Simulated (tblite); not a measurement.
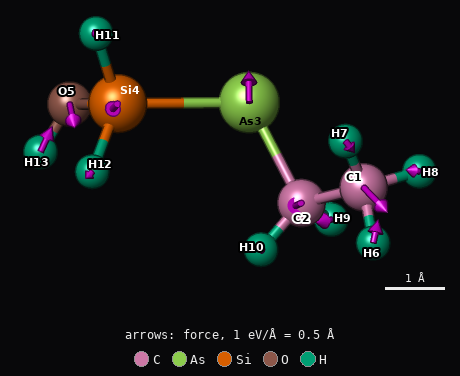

Starting geometry of C₂H₈AsOSi (multiplicity 2) with the computed forces as purple arrows. Style: ball-and-stick. Shown from a free direction.

The calculation used GFN2-xTB geometry optimisation, gas phase in tblite. 

What follows when this structure is relaxed?

It isn't relaxed: the largest force vector, on C1, is 1.75 eV/Å. The final displacements have little in common with the starting forces (cosine between the two patterns 0.12). The atom that moves furthest after the best rigid fit is H13 (1.65 Å). Largest moves by element: H 1.65 Å, As 1.44 Å, Si 0.64 Å, C 0.53 Å, O 0.47 Å. Near-neighbour distances that change, for instance: Si4–O5 1.715 → 1.635 Å, C1–C2 1.493 → 1.525 Å, C1–H6 1.120 → 1.090 Å, C2–As3 1.972 → 1.997 Å. Among the angles between lasting bonds that change: C2–As3–Si4 113.4° → 96.6°, As3–Si4–H11 110.3° → 118.9°, As3–Si4–O5 106.5° → 99.9°. Groups turn about As3–Si4 by about 70°, Si4–O5 by about 70°, C2–As3 by about 45°. After 124 geometry steps the energy has fallen by 0.677 eV. The run took 0.72 s on 1 thread of Arm Neoverse V1 (shared host).
